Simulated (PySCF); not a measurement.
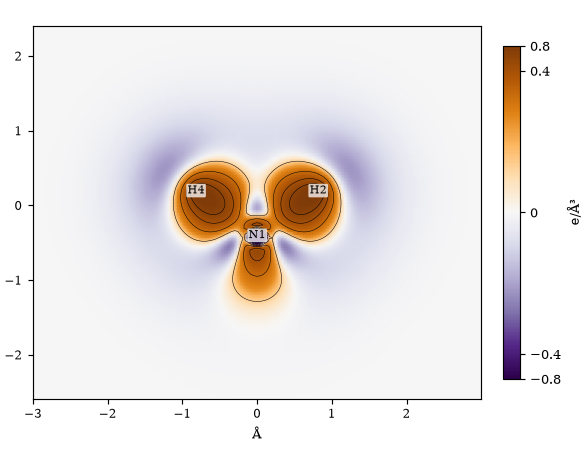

H3N, SMILES `N`. Deformation density (molecule less spherical, spin-averaged free atoms) in the plane of N1, H2 and H4; colour scale in e/Å³, logarithmic beyond ±0.1; orange: gain, purple: loss.

Level of theory: PBE/def2-TZVP (PySCF), at a geometry from GFN2-xTB. No frequency check shows the geometry to be a minimum.

Input

```python
import numpy as np
from pyscf import gto, scf, dft
from pyscf.scf import atom_ks, atom_hf
from scipy.linalg import block_diag

def solve(mol, dm0=None, hcore=None):
    mf = (dft.UKS if mol.spin else dft.RKS)(mol, xc='pbe')
    mf.grids.level = 3
    mf = mf.density_fit(auxbasis='def2-universal-jkfit')
    mf.conv_tol, mf.max_cycle = 1e-8, 80
    if hcore is not None:
        mf.get_hcore = lambda *args: hcore
    mf.kernel(dm0)
    if not mf.converged:
        mf = mf.newton().run(mf.mo_coeff, mf.mo_occ, max_cycle=30)
    assert mf.converged, 'SCF not converged'
    return mf

mol = gto.M(atom='''
N      0.00002    -0.00002     0.11002
H      0.87174    -0.36201    -0.25676
H     -0.74953    -0.57379    -0.25671
H     -0.12233     0.93596    -0.25667
''', basis='def2-tzvp', charge=0, spin=0, verbose=4)
mf = solve(mol)
mf.analyze()
# spherically averaged free atoms, for the promolecule
atm = atom_ks.get_atm_nrks(mol, xc='pbe')
pro = block_diag(*[(atm[a[0]][2] * atm[a[0]][3]) @ atm[a[0]][2].T for a in mol._atom])
np.savez('result.npz', e=mf.e_tot, c=mf.mo_coeff, occ=mf.mo_occ, eps=mf.mo_energy, pro=pro, dip=mf.dip_moment(verbose=0), s2=mf.spin_square()[0])
```

Run with:

```sh
OMP_NUM_THREADS=1 python input.py
```

The run took 1.9 s on 1 thread of Intel(R) Xeon(R) Platinum 8488C (Sapphire Rapids), with other jobs on the host, peak memory 0.19 GiB.

Partitions, critical points and surface values were worked out afterwards from this run's density.

**How much density has each bond in this plane gained at its critical point, relative to the free atoms?**

N1–H2 and N1–H4: +0.78 e/Å³ at the bond critical point (bond length 1.01 Å, Mayer order 0.9). In all, 0.7 electrons gather in the regions of gain relative to the promolecule.

**Where do the Hirshfeld charges lie?**

The highest Hirshfeld charge is on H2, H3 and H4 (+0.10 e), the lowest on N1 (−0.30 e).

```tsv
atom	charge (e)
N1	−0.30
H2	+0.10
H3	+0.10
H4	+0.10
```
